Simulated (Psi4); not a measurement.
# H2S2: a chain of runs

We compute a geometry optimisation (B3LYP/6-31G*), then vibrational wavenumbers, then a single-point energy (CCSD(T)/def2-TZVP), then the vertical excitations (TDA-B3LYP/6-31G*) of H2S2. 

The calculation is run with Psi4 1.11.

## Step 1: The molecule

The species is H2S2 (4 atoms), meant as a singlet with charge 0. Geometry: relaxed at GFN2-xTB. The run starts from this shape.

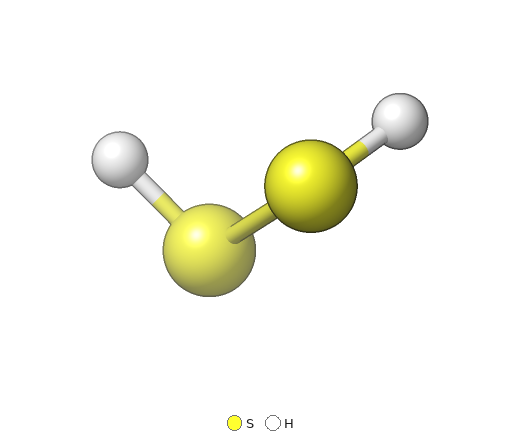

Viewed from a chosen angle; sulfur yellow, hydrogen white.

## Step 2: A structure relaxation at B3LYP/6-31G(d) (density fitting, Cartesian functions) (run 1)

Contents of job.py:

```python
import psi4

psi4.set_memory('1600 MB')
psi4.set_num_threads(1)
psi4.core.set_output_file('run.log', False)

m = psi4.geometry("""
S
S 1 2.045302
H 1 1.339774 2 98.09434
H 2 1.339902 1 98.16985 3 -95.97179
""")

psi4.set_options({
    'basis': '6-31G*',
    'geom_maxiter': 60,
})

E, wfn = psi4.optimize("b3lyp", molecule=m, return_wfn=True)
print('E =', round(E, 9))
m.save_xyz_file('final.xyz', False)
for k, v in sorted(psi4.core.scalar_variables().items()):
    print(f'{k:45s} {v:18.10f}')
```

Run with:

```console
$ python job.py
```

run.log:

```text
[...]
  Running in c1 symmetry.
[...]
  Nuclear repulsion =   85.558354230155686
[...]
  Multiplicity = 1
[...]
  Nalpha       = 17
  Nbeta        = 17
[...]
    Number of basis functions: 42
[...]
   @DF-RKS iter   1:  -797.52434682420721   -5.95850e-02   6.34619e-03 ADIIS/DIIS
[...]
   @DF-RKS iter   8:  -797.57184221452735   -1.13687e-12   7.48038e-10 DIIS
[...]
  @DF-RKS Final Energy:  -797.57184221452735
   => Energetics <=
    Nuclear Repulsion Energy =             83.5875782735949144
    One-Electron Energy =               -1267.2192459966854585
    Two-Electron Energy =                 428.0326281338187187
    DFT Exchange-Correlation Energy =     -41.9728026252555679
    Empirical Dispersion Energy =           0.0000000000000000
    VV10 Nonlocal Energy =                  0.0000000000000000
    Total Energy =                       -797.5718422145273507
[...]
 Multipole Moments:
 ------------------------------------------------------------------------------------
     Multipole            Electronic (a.u.)      Nuclear  (a.u.)        Total (a.u.)
 ------------------------------------------------------------------------------------
 L = 1.  Multiply by 2.5417464519 to convert [e a0] to [Debye]
 Dipole X            :         -0.7926444            1.2154554            0.4228110
 Dipole Y            :         -0.7832038            1.2009734            0.4177696
 Dipole Z            :         -0.0000235            0.0000205           -0.0000031
 Magnitude           :                                                    0.5943909
[...]
  -Total Gradient:
     Atom            X                  Y                   Z
    ------   -----------------  -----------------  -----------------
       1        0.000007996203    -0.000023983526     0.000024269794
       2       -0.000021368472     0.000009086903    -0.000025363985
       3       -0.000001690813     0.000018188361     0.000008194008
       4        0.000016501766    -0.000001867974    -0.000007100667
[...]
    Final optimized geometry and variables:
    Molecular point group: c1
    Full point group: C1
    Geometry (in Angstrom), charge = 0, multiplicity = 1:
    S
    S             1    2.097917
    H             1    1.354917      2   98.876980
    H             2    1.354914      1   98.877962      3  -90.687023
[...]
```

Standard output:

```text
Some dependencies such as QCElemental have not yet finished migration to pydantic v2. If issues are encountered please downgrade pydantic or upgrade QCElemental as appropriate
Optimizer: Optimization complete!
E = -797.571842215
CURRENT ENERGY                                   -797.5718422145
CURRENT REFERENCE ENERGY                         -797.5718422145
DD SOLVATION ENERGY                                 0.0000000000
DFT FUNCTIONAL TOTAL ENERGY                      -797.5718422145
DFT TOTAL ENERGY                                 -797.5718422145
DFT VV10 ENERGY                                     0.0000000000
DFT XC ENERGY                                     -41.9728026253
GRID ELECTRONS ALPHA                               17.0000008081
GRID ELECTRONS BETA                                17.0000008081
GRID ELECTRONS TOTAL                               34.0000016161
NUCLEAR REPULSION ENERGY                           83.5875782736
ONE-ELECTRON ENERGY                             -1267.2192459967
OPTIMIZATION ITERATIONS                             5.0000000000
PCM POLARIZATION ENERGY                             0.0000000000
PE ENERGY                                           0.0000000000
SCF ITERATION ENERGY                             -797.5718422145
SCF ITERATIONS                                      8.0000000000
SCF TOTAL ENERGY                                 -797.5718422145
TWO-ELECTRON ENERGY                               428.0326281338
XC GRID RADIAL POINTS                              75.0000000000
XC GRID SPHERICAL POINTS                          302.0000000000
XC GRID TOTAL POINTS                            85436.0000000000
```

It took 13 s on 1 thread of Intel Xeon Platinum 8488C (Sapphire Rapids), shared host; peak memory 0.33 GiB.

Step by step:

| step | energy from the first frame kept (eV) | largest force (eV/Å) |
| --- | --- | --- |
| 0 | 0.0000 | 0.8927 |
| 1 | -0.0301 | 0.2967 |
| 2 | -0.0331 | 0.1039 |
| 3 | -0.0352 | 0.0599 |
| 4 | -0.0354 | 0.0018 |

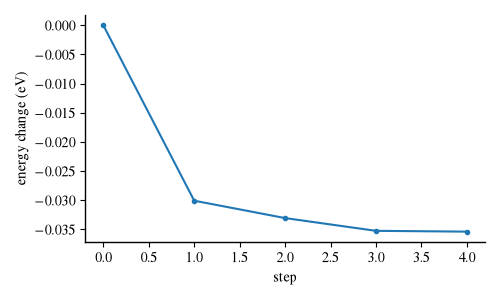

Energy along the run.

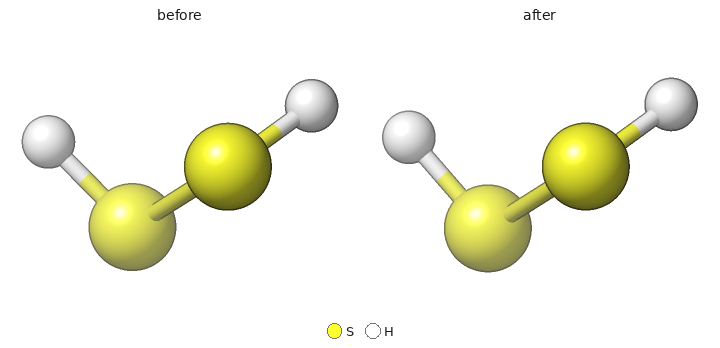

Before and after, at one scale.

After the run. Bond lengths: S1–S2 2.098 Å, S1–H3 1.355 Å, S2–H4 1.355 Å. Angles: S1–S2–H4 98.9°, S2–S1–H3 98.9°.

## Step 3: The harmonic vibrations at B3LYP/6-31G(d) (density fitting, Cartesian functions) (run 2)

Contents of run.py:

```python
import psi4

psi4.set_memory('1600 MB')
psi4.set_num_threads(1)
psi4.set_output_file('output.dat', False)

molecule = psi4.geometry("""
S
S 1 2.097918
H 1 1.354917 2 98.87699
H 2 1.354914 1 98.87795 3 -90.687
units angstrom
""")

psi4.set_options(dict(basis='6-31G*', t=298.15, rotational_symmetry_number=2))

e = psi4.frequency("B3LYP")
print(f'total energy {e:.8f} hartree = {e * 27.211386:.5f} eV')
for k in ('ZPVE', 'ENTHALPY', 'GIBBS FREE ENERGY'):
    print(f'{k}: {psi4.variable(k):.8f} Eh')
```

Run with:

```console
$ python run.py
```

output.dat:

```text
[...]
  Running in c1 symmetry.
[...]
  Nuclear repulsion =   83.587557950559415
[...]
  Multiplicity = 1
[...]
  Nalpha       = 17
  Nbeta        = 17
[...]
    Number of basis functions: 42
[...]
   @DF-RKS iter   1:  -797.52603198049019   -1.26652e-01   6.30367e-03 DIIS/ADIIS
[...]
   @DF-RKS iter   9:  -797.57184170489256   -2.27374e-13   6.07547e-09 DIIS
[...]
    Orbital Energies [Eh]
    ---------------------
    Doubly Occupied:
       1A    -88.909322     2A    -88.909311     3A     -7.972980
       4A     -7.972976     5A     -5.938486     6A     -5.938392
       7A     -5.934246     8A     -5.934215     9A     -5.926462
      10A     -5.926462    11A     -0.810043    12A     -0.681220
      13A     -0.462187    14A     -0.411573    15A     -0.359346
      16A     -0.268794    17A     -0.268377
[...]
  @DF-RKS Final Energy:  -797.57184170489256
   => Energetics <=
    Nuclear Repulsion Energy =             83.5941965252679751
    One-Electron Energy =               -1267.2327081322478080
    Two-Electron Energy =                 428.0396578722385925
    DFT Exchange-Correlation Energy =     -41.9729879701513156
    Empirical Dispersion Energy =           0.0000000000000000
    VV10 Nonlocal Energy =                  0.0000000000000000
    Total Energy =                       -797.5718417048924493
[...]
  -Total Gradient:
     Atom            X                  Y                   Z
    ------   -----------------  -----------------  -----------------
       1        0.000066812298     0.000013120807    -0.000001484722
       2        0.000016592218     0.000067431848     0.000000476544
       3        0.000005275067    -0.000085414937     0.000128382413
       4       -0.000087182409     0.000006343198    -0.000127375238
[...]
  ==> Harmonic Vibrational Analysis <==
[...]
  Freq [cm^-1]                 439.2430            495.5910            905.8594
[...]
  IR activ [km/mol]            18.7104              0.1853              0.7182
[...]
  Freq [cm^-1]                 906.6280           2633.8202           2635.5754
[...]
  IR activ [km/mol]            14.6045             17.4525             24.3616
[...]
  Total E_0, Enthalpy at 0 [K]                                                         -797.55357879 [Eh]
[...]
  Total H, Enthalpy at  298.15 [K]                                                     -797.54919602 [Eh]
[...]
  Total G, Gibbs energy at  298.15 [K]                                                 -797.57784438 [Eh]
[...]
```

Standard output:

```text
Warning: used thermodynamics relations inappropriate for low-frequency modes: ['439.2430' '495.5910']
total energy -797.57184221 hartree = -21703.03526 eV
ZPVE: 0.01826342 Eh
ENTHALPY: -797.54919602 Eh
GIBBS FREE ENERGY: -797.57784438 Eh
```

Wall time 44 s (1 thread of Intel Xeon Platinum 8488C (Sapphire Rapids), shared host); peak memory 0.32 GiB.

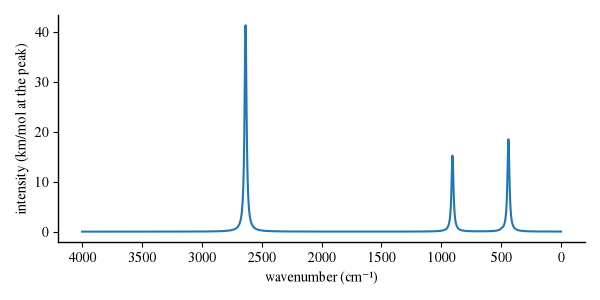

Harmonic infrared spectrum, unscaled, lines broadened by 10 cm⁻¹.

## Step 4: The energy at CCSD(T)/def2-TZVP (run 3)

Contents of job.inp:

```
memory 1.6 GB

molecule geom {
  S     -0.429351    -0.528259    -0.914455
  S     -0.424356     0.732696     0.762216
  H      0.715349    -0.101513    -1.500415
  H      0.255608    -0.064423     1.621310
  units angstrom
}

set basis def2-TZVP
set scf_type pk
set num_frozen_docc 10

energy_value = energy('ccsd(t)')
```

Run with:

```console
$ psi4 job.inp job.out -n 1
```

job.out:

```text
[...]
  Running in c1 symmetry.
[...]
  Nuclear repulsion =   83.587573178246970
[...]
  Multiplicity = 1
[...]
  Nalpha       = 17
  Nbeta        = 17
[...]
    Number of basis functions: 86
[...]
   @RHF iter   1:  -796.20922671188976   -3.30805e-01   3.36973e-03 ADIIS/DIIS
[...]
   @RHF iter  12:  -796.24802680137191   -2.38742e-12   2.59642e-09 DIIS
[...]
    Orbital Energies [Eh]
    ---------------------
    Doubly Occupied:
       1A    -91.988355     2A    -91.988353     3A     -8.990469
       4A     -8.990303     5A     -6.671531     6A     -6.671294
       7A     -6.670592     8A     -6.670481     9A     -6.669736
      10A     -6.669735    11A     -1.046663    12A     -0.885874
      13A     -0.592986    14A     -0.547369    15A     -0.473910
      16A     -0.385237    17A     -0.383432
[...]
  @RHF Final Energy:  -796.24802680137191
   => Energetics <=
    Nuclear Repulsion Energy =             83.5875731782469700
    One-Electron Energy =               -1267.0785559193955123
    Two-Electron Energy =                 387.2429559397767207
    Total Energy =                       -796.2480268013719069
[...]
 Multipole Moments:
 ------------------------------------------------------------------------------------
     Multipole            Electronic (a.u.)      Nuclear  (a.u.)        Total (a.u.)
 ------------------------------------------------------------------------------------
 L = 1.  Multiply by 2.5417464519 to convert [e a0] to [Debye]
 Dipole X            :         -1.1542753            1.6568226            0.5025472
 Dipole Y            :          0.2342907           -0.3363043           -0.1020136
 Dipole Z            :         -0.1727885            0.2480098            0.0752213
 Magnitude           :                                                    0.5182844
[...]
      * MP2 total energy                      = -796.593035972741177
[...]
      * CCSD total energy                     = -796.632356244130506
[...]
      * CCSD(T) total energy                  = -796.649644952700896
[...]
```

Run time: 20 s. Hardware: 1 thread of Intel Xeon Platinum 8488C (Sapphire Rapids), shared host; peak memory 0.57 GiB.

## Step 5: The vertical excitations at TDA-B3LYP/6-31G(d) (density fitting, Cartesian functions, save jk yes) (run 4)

Contents of calc.in:

```
memory 1.6 GB

molecule m {
  0 1
  S     -0.429351    -0.528259    -0.914455
  S     -0.424356     0.732696     0.762216
  H      0.715349    -0.101513    -1.500415
  H      0.255608    -0.064423     1.621310
}

set basis 6-31G*
set save_jk true

from psi4.driver.procrouting.response.scf_response import tdscf_excitations
result, w = energy('b3lyp', return_wfn=True)
states = tdscf_excitations(w, states=6, tda=True)
print_variables()
```

Run with:

```console
$ psi4 calc.in calc.out -n 1
```

calc.out:

```text
[...]
  Running in c1 symmetry.
[...]
  Nuclear repulsion =   83.587573178246970
[...]
  Multiplicity = 1
[...]
  Nalpha       = 17
  Nbeta        = 17
[...]
    Number of basis functions: 42
[...]
   @DF-RKS iter   1:  -797.52603197491817   -1.26651e-01   6.30367e-03 DIIS/ADIIS
[...]
   @DF-RKS iter   6:  -797.57184221138641   -5.66056e-08   9.52877e-07 DIIS
[...]
    Orbital Energies [Eh]
    ---------------------
    Doubly Occupied:
       1A    -88.909358     2A    -88.909347     3A     -7.973007
       4A     -7.973004     5A     -5.938514     6A     -5.938420
       7A     -5.934272     8A     -5.934241     9A     -5.926491
      10A     -5.926490    11A     -0.809993    12A     -0.681215
      13A     -0.462271    14A     -0.411479    15A     -0.359280
      16A     -0.268817    17A     -0.268379
[...]
  @DF-RKS Final Energy:  -797.57184221138641
   => Energetics <=
    Nuclear Repulsion Energy =             83.5875731782469700
    One-Electron Energy =               -1267.2190530660409422
    Two-Electron Energy =                 428.0324285212998348
    DFT Exchange-Correlation Energy =     -41.9727908448921738
    Empirical Dispersion Energy =           0.0000000000000000
    VV10 Nonlocal Energy =                  0.0000000000000000
    Total Energy =                       -797.5718422113864108
[...]
 Multipole Moments:
 ------------------------------------------------------------------------------------
     Multipole            Electronic (a.u.)      Nuclear  (a.u.)        Total (a.u.)
 ------------------------------------------------------------------------------------
 L = 1.  Multiply by 2.5417464519 to convert [e a0] to [Debye]
 Dipole X            :         -1.0804956            1.6568226            0.5763270
 Dipole Y            :          0.2193124           -0.3363043           -0.1169919
 Dipole Z            :         -0.1617458            0.2480098            0.0862641
 Magnitude           :                                                    0.5943748
[...]
**********                               WARNING                                **********
**********       The names of excited state variables changed between 1.5       **********
[...]
                                    Excitation Energy         Total Energy        Oscillator Strength             Rotatory Strength
[...]
Excited State    1 (1 A):   0.16917 au   269.34 nm f = 0.0001
[...]
Excited State    3 (1 A):   0.25075 au   181.71 nm f = 0.0016
[...]
Excited State    4 (1 A):   0.25084 au   181.64 nm f = 0.0040
[...]
Excited State    5 (1 A):   0.26105 au   174.54 nm f = 0.0087
[...]
Excited State    6 (1 A):   0.26327 au   173.07 nm f = 0.0077
[...]
```

Wall time 6.9 s (1 thread of Intel Xeon Platinum 8488C (Sapphire Rapids), shared host); peak memory 0.3 GiB.

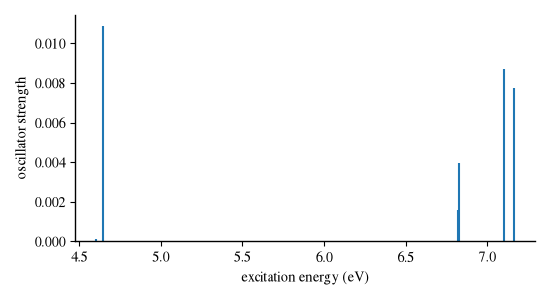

Vertical excitations as sticks.

The roots found:

```csv
excited state,energy (eV),strength,label
1,4.603,0.0001,A 1
2,4.645,0.0109,A 1
3,6.823,0.0016,A 1
4,6.826,0.0040,A 1
5,7.103,0.0087,A 1
6,7.164,0.0077,A 1
```

## Step 6: What came out

```
                                                                      quantity             value
                                  run 1, B3LYP/6-31G*: total energy at the end     -797.57184 Eh
                                            run 1, B3LYP/6-31G*: dipole moment            1.51 D
                                              run 1, B3LYP/6-31G*: HOMO energy          -7.30 eV
                                              run 1, B3LYP/6-31G*: LUMO energy          -1.47 eV
                                            run 1, B3LYP/6-31G*: HOMO–LUMO gap           5.83 eV
                               run 2, B3LYP/6-31G*: lowest harmonic wavenumber          439 cm⁻¹
                              run 2, B3LYP/6-31G*: highest harmonic wavenumber         2636 cm⁻¹
                                        run 2, B3LYP/6-31G*: zero-point energy       48.0 kJ/mol
run 2, B3LYP/6-31G*: ideal-gas entropy at 298.15 K (symmetry number 2 as used)  60.3 cal/(mol K)
                                        run 3, CCSD(T)/def2-TZVP: total energy     -796.64964 Eh
                 run 3, CCSD(T)/def2-TZVP: HOMO energy (Hartree–Fock orbitals)         -10.43 eV
                 run 3, CCSD(T)/def2-TZVP: LUMO energy (Hartree–Fock orbitals)           2.54 eV
               run 3, CCSD(T)/def2-TZVP: HOMO–LUMO gap (Hartree–Fock orbitals)          12.98 eV
        run 3, CCSD(T)/def2-TZVP: correlation energy (10 core orbitals frozen)        -401.6 mEh
                                      run 3, CCSD(T)/def2-TZVP: (T) correction        -17.29 mEh
                                       run 3, CCSD(T)/def2-TZVP: T1 diagnostic             0.011
                    run 4, TDA-B3LYP/6-31G*: ground-state or mean-field energy     -797.57184 Eh
              run 4, TDA-B3LYP/6-31G*: dipole moment (B3LYP Kohn–Sham density)            1.51 D
               run 4, TDA-B3LYP/6-31G*: HOMO energy (B3LYP Kohn–Sham orbitals)          -7.30 eV
               run 4, TDA-B3LYP/6-31G*: LUMO energy (B3LYP Kohn–Sham orbitals)          -1.47 eV
             run 4, TDA-B3LYP/6-31G*: HOMO–LUMO gap (B3LYP Kohn–Sham orbitals)           5.83 eV
                             run 4, TDA-B3LYP/6-31G*: lowest excitation energy           4.60 eV
```

What this shows: The optimisation (run 1, B3LYP/6-31G*) took 5 steps and changed the energy by -0.035 eV. All 6 modes (run 2, B3LYP/6-31G*) are real, so the shape is a minimum at this level. The triples (run 3, CCSD(T)/def2-TZVP) make up 4.3 % of the correlation energy. The brightest of the 6 transitions from the ground state lies at 4.64 eV (267 nm, f = 0.011); the lowest, at 4.60 eV, has f = 0.000.
